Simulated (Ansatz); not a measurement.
**ClHNOSi (SMILES [N]=[Si](O)Cl) (doublet): density, localisation and related maps**

```xyz
5

Cl    1.2802   -1.0589   -1.3770
N     0.1124   -1.8983    1.5299
O    -0.2926    0.7802    0.4444
Si    0.2834   -0.7455    0.3781
H    -0.1327    1.3771   -0.2943
```

Geometry: PBE0-D3(BJ)/def2-SVP.

The calculation used Ansatz, isolated molecule in a Gaussian basis; Kohn-Sham density functional theory, functional PBE0.

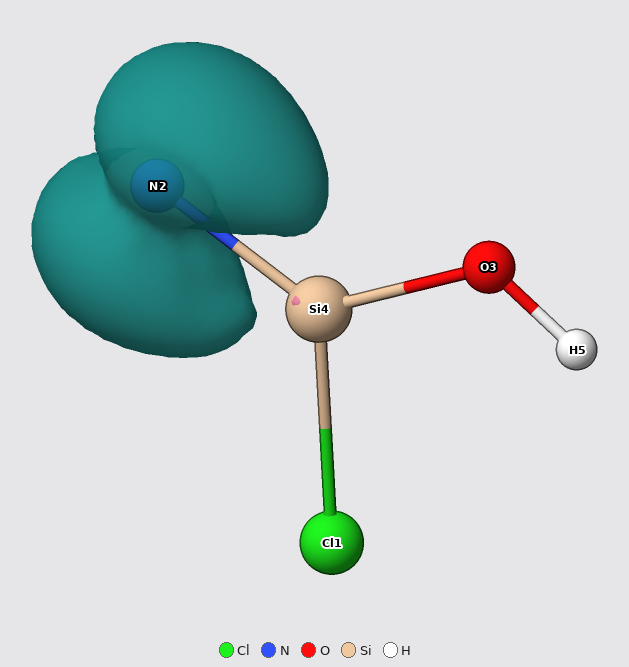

Figure 1. Isosurfaces of the spin density (α minus β) at +0.04 (teal) and −0.04 e/Å³ (pink), seen at a tilt.

Q: Describe the spin distribution.

A: The unpaired spin (1 electron) lies mostly on N2 (about 0.9) and Si4 (about 0.1), in electrons by Hirshfeld's partition.

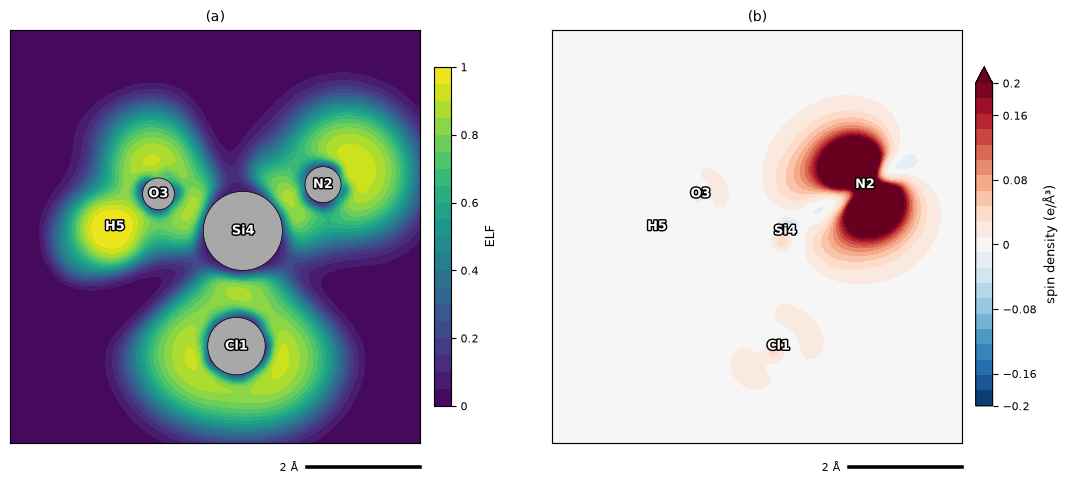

Figure 2. (a) ELF; (b) spin density (α minus β) on the molecular plane. Grey discs cover the atomic cores in the ELF map.

Q: Read the bonding off the picture.

A: The section cuts through Cl, N, O, Si and H sites. Si–O (1.63 Å): the ELF peaks at about 0.85 between the atoms, as expected for a polar covalent bond. Si–N (1.64 Å): the ELF peaks at about 0.85 between the atoms, as expected for a short, strongly polar bond. Si–Cl (2.04 Å): the ELF peaks at about 0.85 between the atoms, as expected for a polar covalent bond. O–H (0.96 Å): the ELF climbs to about 1 towards the hydrogen, as it does in any bond to H; an ordinary covalent bond to hydrogen. The ELF also peaks beside Cl1, N2 and O3, away from the bonds: non-bonding electrons, paired or unpaired.

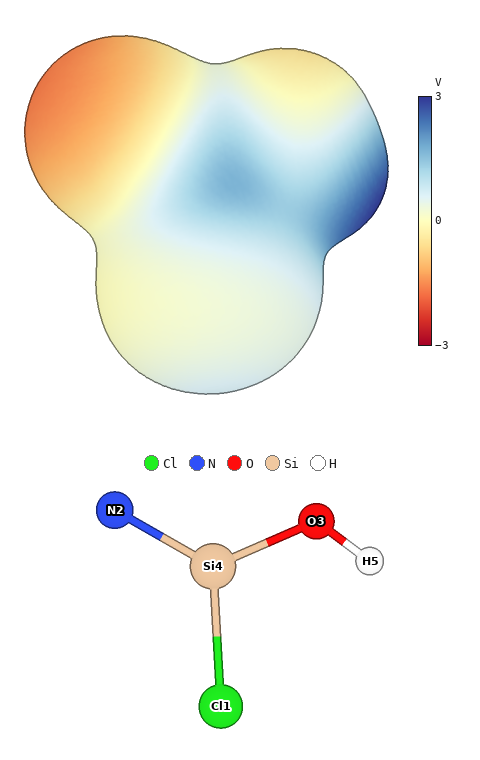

Figure 3. The molecular electrostatic potential painted on the density surface at 0.001 e/bohr³, seen across its widest extent; red is negative and blue positive. The bare structure is drawn below in the same view.

Q: Where is the surface potential most negative and most positive?

A: The most negative region (about −1.7 V) lies over N2, the most positive (about +2.8 V) over H5. N2 is the likeliest acceptor of a hydrogen bond.

Q: How polar is the molecule by this calculation?

A: Its dipole moment is 4.33 D.
